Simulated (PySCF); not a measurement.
C3H7NSi2 (SMILES [H]/N=C\[SiH2]C#C[SiH3])

```xyz
13

N    -2.3080    0.9195   -1.0116
C    -2.6248    0.0672   -0.1420
Si   -1.4838   -0.9610    0.9962
C     0.2363   -0.4452    0.5617
C     1.3347   -0.0574    0.2271
Si    3.0200    0.5205   -0.2747
H    -1.3030    1.0730   -1.1129
H    -3.6999   -0.0899   -0.0424
H    -1.7804   -0.6257    2.3916
H    -1.6841   -2.3829    0.7033
H     3.6693    1.0990    0.9040
H     2.8557    1.5247   -1.3288
H     3.7636   -0.6412   -0.7677
```

Geometry: GFN2-xTB.

The calculation used PBE0/pcSseg-1, SCF density, gas phase, non-relativistic in PySCF.

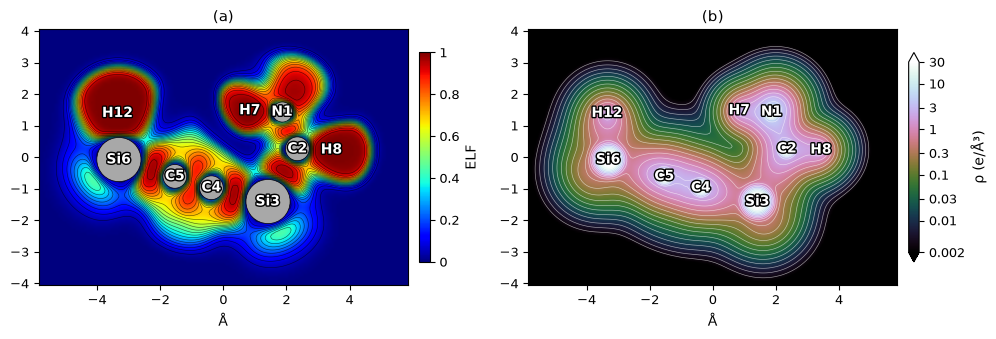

Figure 1. (a) ELF; (b) total electron density on the plane of atoms C5, Si6 and H12. Grey discs cover the atomic cores in the ELF map.

Describe what can be read from this map.

Answer.
- The plane passes through N, C, Si and H nuclei.
- C–C (1.21 Å): the density is about 2.8 e/Å³ at the midpoint; the ELF peaks at about 0.90 between the atoms: a short, multiple covalent bond.
- C–N (1.26 Å): ρ at the midpoint is about 2.8 e/Å³; the ELF peaks at about 0.90 between the atoms (a short, multiple covalent bond).
- C–Si (1.85 Å): the density is about 0.93 e/Å³ at the midpoint; the ELF peaks at about 0.95 between the atoms (a covalent bond).
- N–H (1.02 Å): ρ is about 2.8 e/Å³ halfway; the ELF climbs to about 1 towards the hydrogen, as it does in any bond to H; an ordinary covalent bond to hydrogen.
- C–Si (1.91 Å): ρ is about 0.92 e/Å³ halfway; the ELF peaks at about 1 between the atoms, as expected for a shared electron pair.
- The ELF also peaks beside N1, away from the bonds: lone-pair regions.

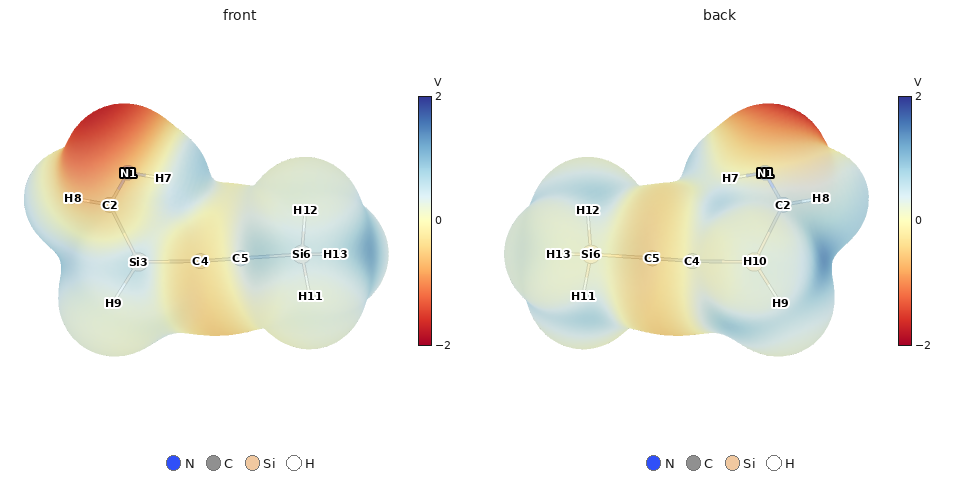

Figure 2. The molecular electrostatic potential painted on the density surface at 0.001 e/bohr³, seen from the front and from behind; red is negative and blue positive.

Describe the electrostatic potential map.

Answer. The most negative region (about −1.7 V) lies over N1, the most positive (about +1.2 V) over Si3 and Si6. N1 is the likeliest acceptor of a hydrogen bond.

How polar is the molecule by this calculation?

Answer. Its dipole moment is 1.91 D.
